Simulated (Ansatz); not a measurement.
**CH₇BOSi (SMILES BC(O)[SiH3]): density, localisation and related maps**

Input file:

```
crystal:
  periodic: [false, false, false]
  atoms:
    - {symbol: B, position_ang: [-0.656145, 1.294119, 0.395913]}
    - {symbol: C, position_ang: [0.254389, 0.132755, 0.738165]}
    - {symbol: O, position_ang: [-0.229701, -0.824020, 1.650744]}
    - {symbol: Si, position_ang: [0.257199, -0.562474, -1.086628]}
    - {symbol: H, position_ang: [-0.199799, 2.173840, -0.279556]}
    - {symbol: H, position_ang: [-1.816464, 1.281629, 0.676955]}
    - {symbol: H, position_ang: [1.310643, 0.395267, 0.892040]}
    - {symbol: H, position_ang: [0.334928, -1.601076, 1.625523]}
    - {symbol: H, position_ang: [0.569729, -2.008367, -0.926930]}
    - {symbol: H, position_ang: [-1.062083, -0.436947, -1.759751]}
    - {symbol: H, position_ang: [1.302803, 0.098273, -1.905673]}
basis:
  gaussian: {orbitals: def2-TZVPP}
hamiltonian: {xc: pbe0, dispersion: d4}
output: {orbitals: {seedname: orbitals}}
```

Launched as:

```sh
ansatz run in.yaml --threads 2 --pin off --events-out ev --progress --plain --max-ram 4352MiB
```

Geometry: PBE0-D4/def2-TZVP.

All numbers below come from Ansatz 0.2.0, RKS PBE0-D4/def2-TZVPP.

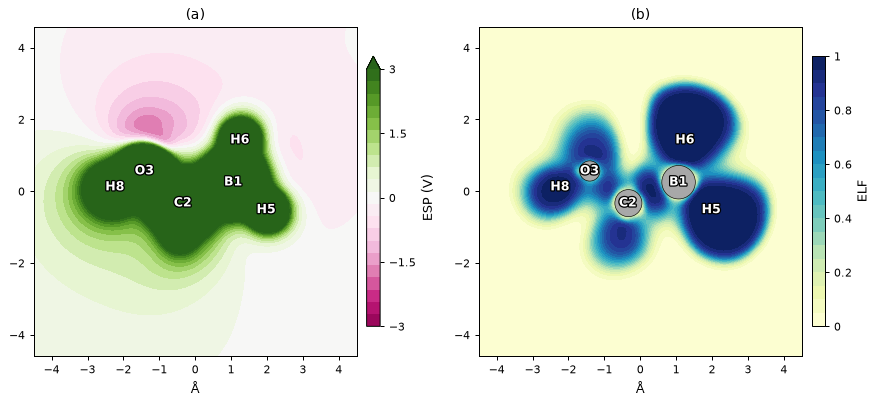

Figure 1. (a) molecular electrostatic potential; (b) electron localisation function on the plane of atoms C2, B1 and H5. Grey discs cover the atomic cores in the ELF map.

Question: Read the bonding off the picture.

Answer: Atoms in the plane: B, C, O and H. C–O (1.41 Å): the ELF peaks at about 0.90 between the atoms: a shared but strongly polarised pair. C–B (1.51 Å): the ELF peaks at about 0.95 between the atoms; localised, covalent bonding. O–H (0.96 Å): the ELF climbs to about 1 towards the hydrogen, as it does in any bond to H (an ordinary covalent bond to hydrogen). B–H (1.19 Å): the ELF climbs to about 1 towards the hydrogen (an ordinary covalent bond to hydrogen). The ELF also peaks beside O3, away from the bonds: lone-pair regions. Outside the dense part of the molecule the potential is most negative (−1.8 V) near O3.

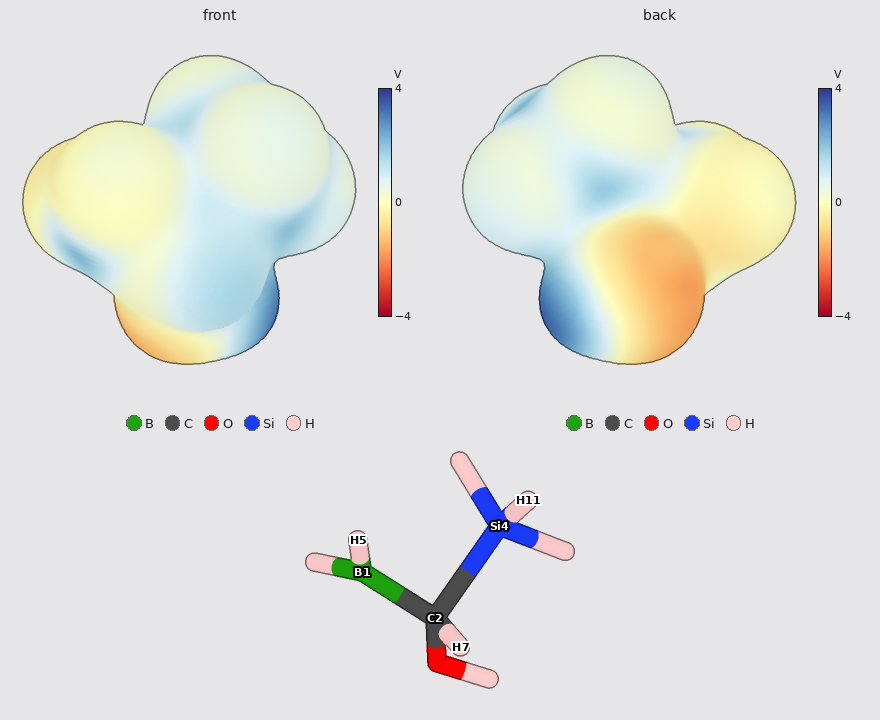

Figure 2. The molecular electrostatic potential painted on the density surface at 0.004 e/bohr³, seen from the front and from behind; red is negative and blue positive. The bare structure is drawn below in the same view.

Question: Which sites attract a positive test charge, and which a negative one?

Answer: A positive charge is drawn to the negative regions and a negative charge to the positive ones. The most negative region (about −1.7 V) lies over O3, the most positive (about +3.2 V) over H8. O3 is the likeliest acceptor of a hydrogen bond.

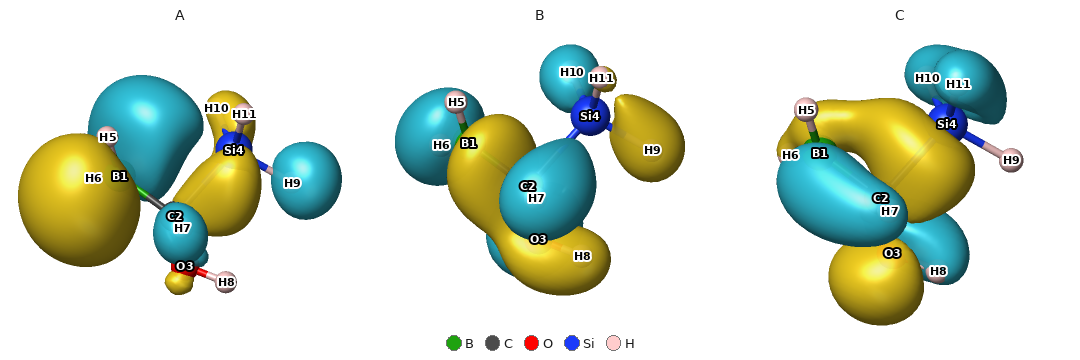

Figure 3. Three frontier orbitals at ±0.08 Å⁻³ᐟ² (yellow and cyan are the two phases), in no order.

Question: Which picture is the HOMO−1, the HOMO and the LUMO?

Answer: B is the HOMO−1 (−8.87 eV). It lies mainly on O3 (about 30 %), C2 (about 25 %), B1 (about 15 %), H7 (about 10 %) and H6 (about 5 %). C is the HOMO (−7.67 eV). It lies mainly on O3 (about 40 %), C2 (about 20 %), Si4 (about 15 %) and B1 (about 10 %). A is the LUMO (−1.20 eV). Its weight (Hirshfeld) is mainly on B1 (about 50 %), Si4 (about 15 %), C2 (about 10 %), H5 (about 5 %) and H6 (about 5 %).

Question: What is the HOMO–LUMO gap?

Answer: 6.47 eV between the orbital energies.
